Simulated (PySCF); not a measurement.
## Electronic structure of C4H9NOSi (SMILES C=C1CN([SiH2]O)C1) in real space

The calculation's input:

```
{"job": {"kind": "nmr", "xc": "BP86", "basis": "pcSseg-1", "every": 1, "pop": false}, "charge": 0, "multiplicity": 1}
C      2.774523     0.413740     0.019493
C      1.496326     0.109115    -0.036862
C      0.609738    -0.902609     0.628362
N     -0.525375    -0.389411    -0.142061
Si    -2.121703    -0.178421     0.459082
O     -3.053564     0.424574    -0.727666
C      0.306125     0.638750    -0.780998
H      3.190371     1.214491    -0.568441
H      3.454116    -0.127153     0.655943
H      0.518594    -0.793432     1.712878
H      0.836406    -1.949060     0.401361
H     -2.511041    -1.524285     0.882337
H     -2.334641     0.838574     1.488546
H     -3.047144     0.028004    -1.594467
H      0.349616     0.531858    -1.870091
H      0.035679     1.670966    -0.542678
```

Launched as:

```sh
OMP_NUM_THREADS=1 python ens_run.py task.json out
```

Geometry: GFN2-xTB, coordinate held.

All numbers below come from PySCF, BP86/pcSseg-1, SCF density, gas phase, non-relativistic.

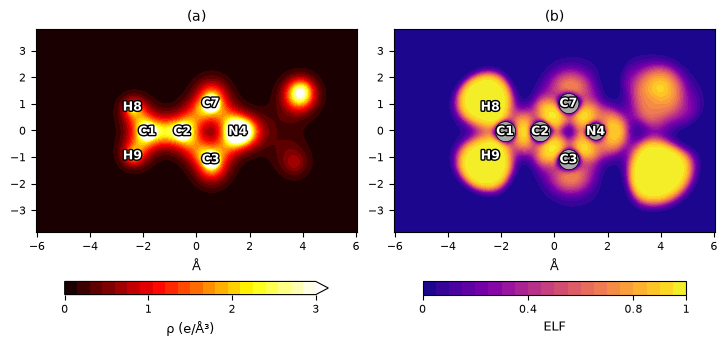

Figure 1. (a) total electron density; (b) electron localisation function on the plane of atoms H8, C1 and H9. Grey discs cover the atomic cores in the ELF map.

Interpret the plot.

Answer. Atoms in the plane: C, N and H. C–C (1.32 Å): ρ at the midpoint is about 2.3 e/Å³; the ELF peaks at about 0.90 between the atoms; a short, multiple covalent bond. C–N (1.46 Å): ρ at the midpoint is about 1.8 e/Å³; the ELF peaks at about 0.90 between the atoms; a covalent bond. C–C (1.50 Å): the density is about 1.7 e/Å³ at the midpoint; the ELF peaks at about 0.95 between the atoms (a shared electron pair). C–H (1.08 Å): ρ at the midpoint is about 2 e/Å³; the ELF climbs to about 1 towards the hydrogen, as it does in any bond to H (an ordinary covalent bond to hydrogen).

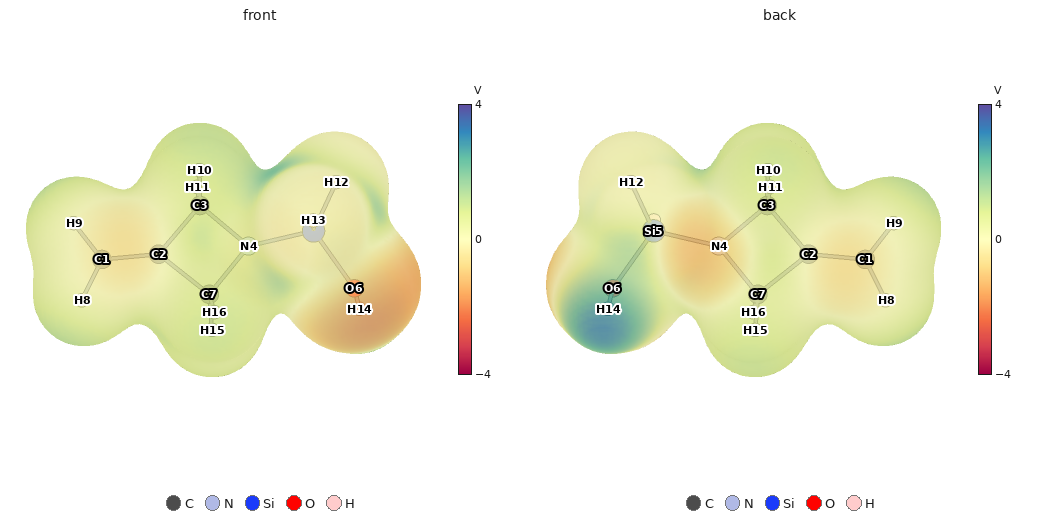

Figure 2. The molecular electrostatic potential painted on the density surface at 0.004 e/bohr³, seen from the front and from behind; red is negative and blue positive.

Where is the surface potential most negative and most positive?

Answer. The most negative region (about −1.7 V) lies over O6, the most positive (about +3.0 V) over H14. O6 is the likeliest acceptor of a hydrogen bond.

What dipole moment does the calculation give?

Answer. Its dipole moment is 1.58 D.
